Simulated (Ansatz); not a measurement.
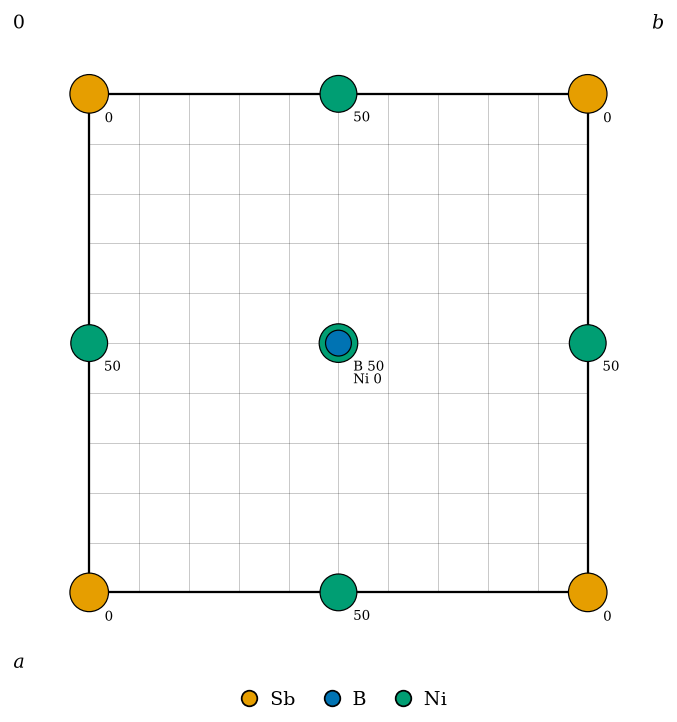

Plan of a unit cell projected along c (a down the page, b across); the numbers are heights in hundredths of c, and atoms on the cell's edges are repeated. The grid marks tenths of a and b. Source: coordinates from a relaxation with DFT PBE, scalar-relativistic, plane waves, PAW (Ansatz 0.2.0); the starting structure was generated, so it need not be a known form of this composition. All values are computed from the atomic coordinates in the standard setting (tolerance 0.002 Å).

a = 3.956 Å, b = 3.956 Å, c = 3.956 Å, α = 90.00°, β = 90.00°, γ = 90.00°.

### What does the cell contain?

1 Sb, 1 B, 3 Ni: Ni3BSb, Z = 1.

### Which space group?

Pm-3m (No. 221), primitive cubic.

### Give the independent sites, coordinates to two places.

| atom | site | symmetry | x | y | z |
| --- | --- | --- | --- | --- | --- |
| Sb | 1a | m-3m | 0.00 | 0.00 | 0.00 |
| B | 1b | m-3m | 0.50 | 0.50 | 0.50 |
| Ni | 3c | 4/mm.m | 0.50 | 0.50 | 0.00 |
